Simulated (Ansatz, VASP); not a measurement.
## PtSe2: VASP beside Ansatz

Aim: how closely do two programs agree when they are given the same cell, functional and k mesh? Of the first pair: The structure shown is the end of the VASP relaxation below. Valence electrons are named where the data sets of a main pair hold unlike numbers.

Method: plane waves, with VASP 6.6.1 beside it; single point at PBE with D3(BJ) and band structure at PBE with D3(BJ), in Ansatz 0.2.0.

**1. The starting structure**

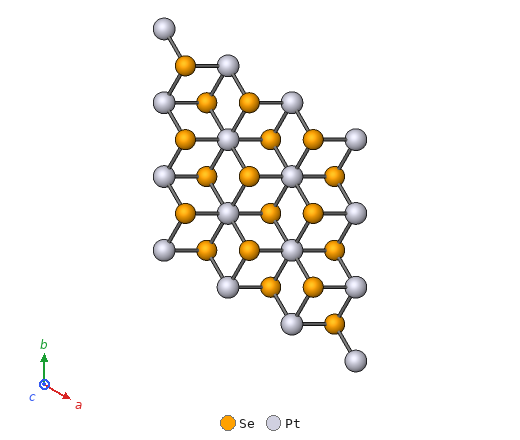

The cell as given, from above (selenium orange, platinum light grey). 3×3×1 cells are drawn. Some periodic images of atoms are drawn too.

The cell holds 3 atoms: 2 Se and 1 Pt. Cell: a = 3.724 Å, b = 3.724 Å, c = 17.531 Å, α = 90.0°, β = 90.0°, γ = 120.0°. It derives from PtSe2 (Sudovikovite). As first built, before any earlier steps moved the atoms (in the runner's words): kind sheets cut from a layered crystal; sheets 1. Vacuum lies along c.

Structure file:

```xyz
3
Lattice="3.7240 0.0000 0.0000 -1.8620 3.2251 0.0000 0.0000 0.0000 17.5310" Properties=species:S:1:pos:R:3
Se    0.0000    2.1501   10.0786
Se    1.8620    1.0750    7.4524
Pt    0.0000    0.0000    8.7655
```

**2. VASP: relaxation, PBE with D3(BJ)**

This run makes the geometry at which the two programs are then compared.

Lines of VASP's logs that name or quote its potential files are left out, and so is its time.

Contents of INCAR:

```
SYSTEM = PtSe2
PREC = Normal
ENCUT = 300
EDIFF = 1E-05
NELM = 120
ISMEAR = 0
SIGMA = 0.05
LREAL = .FALSE.
ALGO = Fast
GGA = PE
IVDW = 12
NBANDS = 17
LASPH = .TRUE.
LORBIT = 11
LWAVE = .FALSE.
LCHARG = .FALSE.
KPAR = 2
IBRION = 2
NSW = 40
ISIF = 2
EDIFFG = -0.03
POTIM = 0.4
MAXMIX = 40
IDIPOL = 3
LDIPOL = .TRUE.
DIPOL = 0.5 0.5 0.5
```

Contents of POSCAR:

```
PtSe2
1.0
    3.7240000000      0.0000000000      0.0000000000
   -1.8620000000      3.2250786040      0.0000000000
    0.0000000000      0.0000000000     17.5310000000
Se Pt
2 1
Direct
    0.3333333330      0.6666666670      0.5721864130
    0.6666666670      0.3333333330      0.4278135870
    0.0000000000      0.0000000000      0.5000000000
```

Contents of KPOINTS:

```
Automatic mesh
0
Gamma
9 9 1
0 0 0
```

The projector-augmented-wave data sets are Se and Pt (PBE family, release 64).

The run is started by

```console
> mpirun -np 2 vasp_std
```

Numbers of over 12 decimals in the logs are rounded to 6 here.

What it wrote:

```text
[banner, memory and clock lines left out]
running    2 mpi-ranks, on    1 nodes
 distrk:  each k-point on    1 cores,    2 groups
 distr:  one band on    1 cores,    1 groups

 POSCAR found type information on POSCAR SePt
 POSCAR found :  2 types and       3 ions
 LDA part: xc-table for (Slater+PW92), standard interpolation
 POSCAR, INCAR and KPOINTS ok, starting setup
 FFT: planning ... GRIDC
 FFT: planning ... GRID_SOFT
 FFT: planning ... GRID
 WAVECAR not read
 entering main loop
       N       E                     dE             d eps       ncg     rms          rms(c)
DAV:   1     0.129180892731E+03    0.12918E+03   -0.61673E+03   416   0.641E+02
DAV:   2    -0.379510832606E+01   -0.13298E+03   -0.12756E+03   570   0.153E+02
DAV:   3    -0.149326300622E+02   -0.11138E+02   -0.11065E+02   475   0.543E+01
DAV:   4    -0.151133699164E+02   -0.18074E+00   -0.18044E+00   517   0.772E+00
DAV:   5    -0.151164358941E+02   -0.30660E-02   -0.30656E-02   515   0.974E-01    0.129E+01
RMM:   6    -0.144451717989E+02    0.67126E+00   -0.41677E+00   408   0.115E+01    0.703E+00
RMM:   7    -0.142969527301E+02    0.14822E+00   -0.59568E-01   408   0.483E+00    0.329E+00
RMM:   8    -0.142631414251E+02    0.33811E-01   -0.52367E-02   410   0.164E+00    0.461E-01
RMM:   9    -0.142624924123E+02    0.64901E-03   -0.20235E-02   412   0.852E-01    0.165E-01
RMM:  10    -0.142626637367E+02   -0.17132E-03   -0.18798E-03   420   0.262E-01    0.151E-01
RMM:  11    -0.142628181684E+02   -0.15443E-03   -0.53429E-04   422   0.126E-01    0.168E-01
RMM:  12    -0.142642706472E+02   -0.14525E-02   -0.69589E-03   437   0.395E-01    0.598E-01
RMM:  13    -0.142628365464E+02    0.14341E-02   -0.17668E-03   408   0.209E-01    0.295E-01
RMM:  14    -0.142627782270E+02    0.58319E-04   -0.25036E-04   408   0.714E-02    0.209E-01
RMM:  15    -0.142627568279E+02    0.21399E-04   -0.55171E-05   341   0.363E-02    0.188E-01
RMM:  16    -0.142627520233E+02    0.48046E-05   -0.47053E-05   343   0.307E-02
   1 F= -.15160607E+02 E0= -.15160607E+02  d E =-.151606E+02
 curvature:   0.00 expect dE= 0.000E+00 dE for cont linesearch  0.000E+00
 trial: gam= 0.00000 g(F)=  0.276E-01 g(S)=  0.000E+00 ort = 0.000E+00 (trialstep = 0.100E+01)
 search vector abs. value=  0.276E-01
 bond charge predicted
       N       E                     dE             d eps       ncg     rms          rms(c)
DAV:   1    -0.142841512431E+02   -0.21394E-01   -0.88083E-01   420   0.487E+00    0.477E-01
RMM:   2    -0.142860027122E+02   -0.18515E-02   -0.33873E-02   410   0.958E-01    0.607E-01
RMM:   3    -0.142868643621E+02   -0.86165E-03   -0.32289E-03   411   0.343E-01    0.154E-01
RMM:   4    -0.142870524864E+02   -0.18812E-03   -0.66900E-04   410   0.149E-01    0.630E-02
RMM:   5    -0.142870005180E+02    0.51968E-04   -0.24287E-04   407   0.852E-02    0.260E-02
RMM:   6    -0.142869995718E+02    0.94617E-06   -0.10313E-04   393   0.497E-02    0.105E-02
RMM:   7    -0.142870031774E+02   -0.36056E-05   -0.23730E-05   303   0.250E-02
   2 F= -.15181565E+02 E0= -.15181565E+02  d E =-.209582E-01
 trial-energy change:   -0.020958  1 .order   -0.020916   -0.027619   -0.014212
 step:   2.0601(harm=  2.0601)  dis= 0.04756  next Energy=   -15.189056 (dE=-0.284E-01)
 bond charge predicted
       N       E                     dE             d eps       ncg     rms          rms(c)
DAV:   1    -0.142955195137E+02   -0.85199E-02   -0.99389E-01   416   0.517E+00    0.482E-01
RMM:   2    -0.142980444535E+02   -0.25249E-02   -0.33039E-02   408   0.975E-01    0.772E-02
RMM:   3    -0.142984778483E+02   -0.43339E-03   -0.40890E-03   415   0.365E-01    0.431E-02
RMM:   4    -0.142985768892E+02   -0.99041E-04   -0.82184E-04   409   0.168E-01    0.475E-02
RMM:   5    -0.142986065098E+02   -0.29621E-04   -0.17097E-04   393   0.797E-02    0.304E-02
RMM:   6    -0.142986163308E+02   -0.98210E-05   -0.42243E-05   328   0.387E-02
   3 F= -.15189617E+02 E0= -.15189617E+02  d E =-.290105E-01
 curvature:  -1.03 expect dE=-0.270E-04 dE for cont linesearch -0.270E-04
 trial: gam=-0.02987 g(F)=  0.262E-04 g(S)=  0.000E+00 ort = 0.851E-03 (trialstep = 0.121E+01)
 search vector abs. value=  0.250E-07
 reached required accuracy - stopping structural energy minimisation
```

From OUTCAR (step 2):

```text
ion  position               nearest neighbor table
   1  0.333  0.667  0.572-   3 2.49   3 2.49   3 2.49
   2  0.667  0.333  0.428-   3 2.49   3 2.49   3 2.49
   3  0.000  0.000  0.500-   1 2.49   2 2.49   2 2.49   1 2.49   2 2.49   1 2.49

  LATTYP: Found a hexagonal cell.
 ALAT       =     3.7240000000
 C/A-ratio  =     4.7075725027

 Subroutine GETGRP returns: Found 12 space group operations
 (whereof 12 operations were pure point group operations)

The static configuration has the point symmetry D_3d.

 Found     12 irreducible k-points:

   k-points           NKPTS =     12   k-points in BZ     NKDIM =     12   number of bands    NBANDS=     17

   dimension x,y,z NGX =    16 NGY =   16 NGZ =   80
   dimension x,y,z NGXF=    32 NGYF=   32 NGZF=  160

   ENCUT  =  300.0 eV  22.05 Ry    4.70 a.u.   5.26  5.26 24.76*2*pi/ulx,y,z

   NELECT =      22.0000    total number of electrons

 k-points in reciprocal lattice and weights: Automatic mesh
   0.00000000  0.00000000  0.00000000       0.012
   0.11111111  0.00000000  0.00000000       0.074
   0.22222222  0.00000000  0.00000000       0.074
   0.33333333  0.00000000  0.00000000       0.074
   0.44444444  0.00000000  0.00000000       0.074
   0.11111111  0.11111111  0.00000000       0.074
   0.22222222  0.11111111  0.00000000       0.148
   0.33333333  0.11111111  0.00000000       0.148
   0.44444444  0.11111111  0.00000000       0.074
   0.22222222  0.22222222  0.00000000       0.074
   0.33333333  0.22222222  0.00000000       0.148
   0.33333333  0.33333333  0.00000000       0.025

 Edisp (eV)   -0.89456

 dipolmoment           0.000000      0.000000     -0.000000 electrons x Angstroem

 average (electrostatic) potential at core
       1 -60.5510       2 -60.5510       3 -76.5887

 E-fermi :  -2.2405

 k-point     1 :       0.0000    0.0000    0.0000
  band No.  band energies     occupation
    ...
      7      -5.3204      2.00000
      8      -3.7241      2.00000
      9      -3.0963      2.00000
     10      -2.4859      2.00000
     11      -2.4859      2.00000
     12       0.4906      0.00000
     13       0.4906      0.00000
     14       2.0413      0.00000
     15       2.8156      0.00000
     16       3.1720      0.00000
    ...

 k-point     2 :       0.1111    0.0000    0.0000
  band No.  band energies     occupation
    ...
      7      -5.4116      2.00000
      8      -4.1292      2.00000
      9      -2.8779      2.00000
     10      -2.5673      2.00000
     11      -2.4913      2.00000
     12      -0.2878      0.00000
     13       0.3076      0.00000
     14       2.4676      0.00000
     15       3.0534      0.00000
     16       3.6600      0.00000
    ...

 k-point     3 :       0.2222    0.0000    0.0000
  band No.  band energies     occupation
    ...
      7      -5.5382      2.00000
      8      -4.6318      2.00000
      9      -2.8903      2.00000
     10      -2.7183      2.00000
     11      -2.6638      2.00000
     12      -1.1082      0.00000
     13       0.0951      0.00000
     14       3.1719      0.00000
     15       3.3350      0.00000
     16       3.6604      0.00000
    ...

 Edisp (eV)   -0.89100

  Total      -0.36219    -0.36219    -0.04865     0.00000     0.00000     0.00000
  in kB      -2.75611    -2.75611    -0.37022     0.00000     0.00000     0.00000
  external pressure =       -1.96 kB  Pullay stress =        0.00 kB

  energy-cutoff  :      300.00
  volume of cell :      210.55
      direct lattice vectors                 reciprocal lattice vectors
     3.724000000  0.000000000  0.000000000     0.268528464  0.155034981  0.000000000
    -1.862000000  3.225078604  0.000000000     0.000000000  0.310069962  0.000000000
     0.000000000  0.000000000 17.531000000     0.000000000  0.000000000  0.057041812

 POSITION                                       TOTAL-FORCE (eV/Angst)
 -----------------------------------------------------------------------------------
     -0.00000      2.15005     10.07856        -0.000000      0.000000      0.018437
      1.86200      1.07503      7.45244         0.000000      0.000000     -0.018437
      0.00000      0.00000      8.76550         0.000000      0.000000     -0.000000
 -----------------------------------------------------------------------------------
    total drift:                               -0.000000      0.000000     -0.000000

  FREE ENERGIE OF THE ION-ELECTRON SYSTEM (eV)
  ---------------------------------------------------
  free  energy   TOTEN  =       -15.1896172557 eV

  energy  without entropy=      -15.1896172557  energy(sigma->0) =      -15.18961726

 reached required accuracy - stopping structural energy minimisation

 vacuum level on the upper side and lower side of the slab         3.177         3.177

 total charge
# of ion       s       p       d       tot
------------------------------------------
    1        1.477   2.246   0.056   3.779
    2        1.477   2.246   0.056   3.779
    3        0.676   0.696   7.984   9.356
--------------------------------------------------
tot          3.630   5.188   8.097  16.915

[... 3 further parts left out ...]
```

CONTCAR:

```
PtSe2
   1.00000000000000
     3.7240000000000002    0.0000000000000000    0.0000000000000000
    -1.8620000000000001    3.2250786040000001    0.0000000000000000
     0.0000000000000000    0.0000000000000000   17.5309999999999988
  Se              Pt
     2     1
Direct
     0.3333333329999988    0.6666666670000012    0.5748992819813077
     0.6666666670000012    0.3333333329999988    0.4251007180186923
     0.0000000000000000    0.0000000000000000    0.5000000000000000
```

The gap is read on the k-mesh alone, so it is an upper bound where the band edges lie off the mesh. The run keeps the 12 symmetry operations of its start, so it cannot find a distortion of lower symmetry.

**3. Ansatz: single point, PBE with D3(BJ)**

Ansatz runs on its default PAW (the set named soft_2) files.

The same cell, functional, mesh and smearing now go to Ansatz, which takes its cutoff from its data sets.

Contents of input.yaml:

```yaml
crystal:
  lattice:
    - [3.724, 0.0, 0.0]
    - [-1.862, 3.2250786, 0.0]
    - [0.0, 0.0, 17.531]
  atoms:
    - { symbol: Se, position: [0.33333333, 0.66666667, 0.57489928] }
    - { symbol: Se, position: [0.66666667, 0.33333333, 0.42510072] }
    - { symbol: Pt, position: [0.0, 0.0, 0.5] }
hamiltonian:
  xc: pbe
  pseudopotentials: { kind: paw }
  dispersion: d3bj
kpoints:
  mp_grid: { grid: [9, 9, 1] }
scf:
  occupations: { method: gaussian, width: 0.05 }
  n_extra_bands: 4
efield:
  axis: 3
  dipole_correction: true
  ramp_width: 0.04
output:
  forces: true
  eigenvalues: true
```

The run is started by

```console
> ansatz run input.yaml --threads 2 --pin off --max-ram 4608MiB --backend cpu --events-out ev --progress --plain --runs-dir out
```

What it wrote:

```text
scf.n_extra_bands = 4 over 25 filled bands (N_el = 50.0): the run solves 29 bands
Engine: ansatz 0.2.0, aarch64-unknown-linux-gnu
Pseudopotentials: kind: paw
Pseudopotential: Se, paw, valence charge 16, recommended cutoff 420 eV (normal), Se.paw.azcp
Pseudopotential: Pt, paw, valence charge 18, recommended cutoff 420 eV (normal), Pt.paw.azcp
Functional definition: PBE
  parameter kappa = 0.804
  parameter beta = 0.066725
  exchange = pbe_x(kappa = kappa, mu = beta*pi^2/3)
  correlation = pbe_c(beta = beta)
Crystal: 3 atoms, lattice volume = 210.551 Å³
Basis set: ecut = 420 eV, 4127 PW (Γ), exchange–correlation on 50×50×240 points (8 copies of the dense FFT grid, shifted against one another)
Bands: 29, of which v1, the nominal top of the filled ones, is band 25 counted from 1 (24 counted from 0)
Symmetry: 6 space group operations
k-points: 12 of 81 (time reversal used)
Non-local potential: Se, projectors of the file, l = 0: 2, l = 1: 2, l = 2: 3, l = 3: 1
Non-local potential: Pt, projectors of the file, l = 0: 3, l = 1: 2, l = 2: 2, l = 3: 1
PAW form: soft (Blöchl's): semilocal exchange-correlation on the pseudo side does not see the compensation charge
PAW one-centre angular grid: Se, 590 points (default); XC on 64 Gauss nodes
PAW one-centre angular grid: Pt, 590 points (default); XC on 64 Gauss nodes
Initial density: superposition of atomic densities (neutral atoms: chi_scale 0, normalization atom), corrected by the library's trained network
Initial wavefunctions: pseudopotential atomic-orbital guess
Functional: x = pbe(κ = 0.804, μ = 0.219515), c = pbe(β = 0.066725)
SCF iter   1: F=—  HF=-23463.247462 eV  |F-HF|=—  |Δ(HF+E_count)|=         —  Δρ=1.75e-3  dr2=6.75e-3  ethr=1.77e-3  p=0.000 e·Å  D=1.37e-14 V/Å  ΔV_dip=-0.00 eV  dr2_dipole=6.01e-8  V_vac-E_F(+/−)=4.99/4.99 eV  ⟨swp⟩=7.2  Hψ=1558  notcnv=0
efield: sawtooth ramp at fractional position 0.9800 (placed from the atoms, in the widest stretch of the axis that holds none; the zero of the levels goes with the place), width 0.0400; the density the first Hamiltonian is built on has a dipole p = 0.000 e·Å; the dipole correction subtracts the counter field D = 1.37e-14 V/Å, which shifts the + side's vacuum level by -0.00 eV against the − side's; the planar-averaged density in the ramp window peaks in size at 1.8e-5 e/Å³
preconditioner: auto → Resta (q_TF=auto, 2.147 Å⁻¹)  ε∞=2.9  [insulator: Δε(μ)=1.395 eV  Ē_g=8.743 eV  σ=0.050 eV  W_gap=1.00  n_scr=40 (ndim 8)  ℏωp=12.0 eV  f_vac=0.670  D(μ)=0.00/eV (n_scr^D=0)  ε∞_Penn≈2.9  vacuum switching on, ρ_ref=5.5e-3 e/Å³]
SCF iter   2: F=—  HF=-23463.246963 eV  |F-HF|=—  |Δ(HF+E_count)|=   4.99e-4  Δρ=9.51e-4  dr2=2.85e-3  ethr=1.35e-5  p=0.000 e·Å  D=5.87e-5 V/Å  ΔV_dip=-0.00 eV  dr2_dipole=4.41e-7  V_vac-E_F(+/−)=5.02/5.02 eV  ⟨swp⟩=2.2  Hψ=669  notcnv=0
SCF iter   3: F=—  HF=-23463.246687 eV  |F-HF|=—  |Δ(HF+E_count)|=   2.76e-4  Δρ=4.91e-4  dr2=3.28e-4  ethr=5.70e-6  p=-0.000 e·Å  D=-4.22e-5 V/Å  ΔV_dip=0.00 eV  dr2_dipole=1.95e-7  V_vac-E_F(+/−)=5.00/5.00 eV  ⟨swp⟩=2.0  Hψ=441  notcnv=0
SCF iter   4: F=—  HF=-23463.246833 eV  |F-HF|=—  |Δ(HF+E_count)|=   1.45e-4  Δρ=8.97e-5  dr2=3.04e-5  ethr=6.55e-7  p=0.000 e·Å  D=1.86e-4 V/Å  ΔV_dip=-0.00 eV  dr2_dipole=4.16e-6  V_vac-E_F(+/−)=5.00/5.00 eV  ⟨swp⟩=2.0  Hψ=508  notcnv=0
SCF iter   5: F=—  HF=-23463.246834 eV  |F-HF|=—  |Δ(HF+E_count)|=   1.35e-6  Δρ=5.11e-5  dr2=2.36e-5  ethr=6.07e-8  p=-0.000 e·Å  D=-2.10e-4 V/Å  ΔV_dip=0.00 eV  dr2_dipole=5.40e-6  V_vac-E_F(+/−)=5.00/5.00 eV  ⟨swp⟩=2.0  Hψ=438  notcnv=0
SCF iter   6: F=—  HF=-23463.246832 eV  |F-HF|=—  |Δ(HF+E_count)|=   1.54e-6  Δρ=2.16e-5  dr2=1.15e-6  ethr=4.71e-8  p=-0.000 e·Å  D=-8.14e-6 V/Å  ΔV_dip=0.00 eV  dr2_dipole=9.13e-9  V_vac-E_F(+/−)=5.00/5.00 eV  ⟨swp⟩=1.5  Hψ=362  notcnv=0
SCF iter   7: F=—  HF=-23463.246833 eV  |F-HF|=—  |Δ(HF+E_count)|=   4.23e-7  Δρ=6.66e-6  dr2=1.08e-7  ethr=2.29e-9  p=-0.000 e·Å  D=-2.15e-7 V/Å  ΔV_dip=0.00 eV  dr2_dipole=7.10e-10  V_vac-E_F(+/−)=5.00/5.00 eV  ⟨swp⟩=2.0  Hψ=478  notcnv=0
SCF iter   8: F=-23463.246833 eV  HF=-23463.246833 eV  |F-HF|=1.57e-8  |Δ(HF+E_count)|=   9.75e-8  Δρ=1.80e-6  dr2=9.60e-9  ethr=2.00e-10  p=-0.000 e·Å  D=-1.39e-7 V/Å  ΔV_dip=0.00 eV  dr2_dipole=2.88e-14  V_vac-E_F(+/−)=5.00/5.00 eV  ⟨swp⟩=7.5  Hψ=1391  notcnv=0
SCF 1 converged in 8 iterations: F = -23463.246833 eV  dr2 = 9.60e-9
  greatest PAW one-centre occupation: 1.000 electrons in one spin orbital (limit 2), on the Pt atom at site 2 (counted from 0), in its partial waves of l = 0
SCF converged after 8 iterations
Free energy (F): -23463.246833 eV
Harris-Foulkes:  -23463.246833 eV  (|F-HF|=1.57e-8)
Internal energy: -23463.246833 eV  (E = F + TS)
E sigma→0 (E₀):  -23463.246833 eV
Fermi energy:    0.163287 eV
Dipole field:    D = 0.000000 V/Å  (p = 0.000000 e·Å, saw-weighted, corrected)
Work function:   Φ+ = 5.0019 eV   Φ− = 5.0019 eV
Levels:          The Fermi level and band energies are counted from a zero that moves with the ramp; work functions are not
--- Per-component energies (eV) ---
  E_band       = -1588.835444
  E_kinetic    = 873.094981
  E_local      = -39395.005597  (includes V_loc(G=0)·N_el)
  E_nonlocal   = -990.942330
  E_hartree    = 19137.756480
  E_xc         = -469.704985
  E_vxc        = -498.511020  (∫ρ·V_xc dr)
  E_paw        = -13277.705412  (= ΣΔE_a)
  E_vpaw       = 147.014393  (= ΣTr[D̂ρ^β])
  E_aug_tail   = -0.000990  (compensation charges beyond the density's cutoff)
  E_efield     = 0.000000  (sawtooth field / dipole correction)
  E_vefield    = 0.000000  (∫n·V_field dr)
  E_ewald      = 10660.152118
  E_disp       = -0.891098  (pairwise vdW)
  E_smearing   = -0.000000  (= −TS)
  E_closure    = 0.000000  (closes the sum)
  Σ components = -23463.246833   (vs F -23463.246833, Δ=0.00e0)
--- Forces (eV/Å), atoms counted from 1 ---
  atom   1  Se    -0.00000000    -0.00000000     0.02366854
  atom   2  Se     0.00000000     0.00000000    -0.02366584
  atom   3  Pt     0.00000000    -0.00000000     0.00001074
  max |Σ_I F_I| component: 1.34e-5 eV/Å
--- Band table (eV; the first three rows and the last of 12) ---
  k-point 0: bands = [... 21 lower, -1.7665, -1.1365, -0.5287, -0.5287, 2.4517, 2.4517, 3.9923, 4.7620]
  k-point 1: bands = [... 21 lower, -2.1714, -0.9186, -0.6088, -0.5337, 1.6736, 2.2687, 4.4123, 4.9896]
  k-point 2: bands = [... 21 lower, -2.6732, -0.9316, -0.7596, -0.7074, 0.8569, 2.0560, 5.1145, 5.2859]
  k-point 11: bands = [... 21 lower, -3.0359, -2.7657, -1.4890, -1.4890, 1.2811, 1.2811, 5.5754, 7.6304]
```

Wall time 7.6 s (2 threads of Arm Neoverse N1, shared host); peak memory 0.4 GiB; 12 s of CPU time.

**4. Comparison**

Known differences besides the potentials themselves: the data sets hold 50 valence electrons in Ansatz (on its default PAW (the set named soft_2) files) and 22 in VASP; the cutoff is 420 eV in Ansatz and 300 eV in VASP (PREC = Normal). Total energies have different zeros and are not compared.

Both answers:

```
              quantity  Ansatz   VASP  difference
gap on the k mesh (eV)   1.386  1.378      +0.008
```

At this near-relaxed geometry the largest component of a force difference is 5 meV/Å. A gap on the mesh is an upper bound, since the band edges may lie between its points; neither run holds spin-orbit coupling, which can move the band edges of a compound of Pt. VASP's last cycles still show a density residual of 3e-03, so its state may not be settled. With vacuum in the cell, a pressure given here is an average over mostly empty space and none of the material.

[end of part 1 of 2]

[Lines on the potential files, build, host, timing and source positions are cut from VASP's logs without a mark.]

[Logs are printed without paths, hosts, clocks, repeated set-up lines and the standing remarks that a program may print on its own settings, such as how far it seeks lower states.]

[Hosts, paths, dates, database ids (printed as entryN), source tags and the programs' standing remarks are cut or masked in the printed files.]
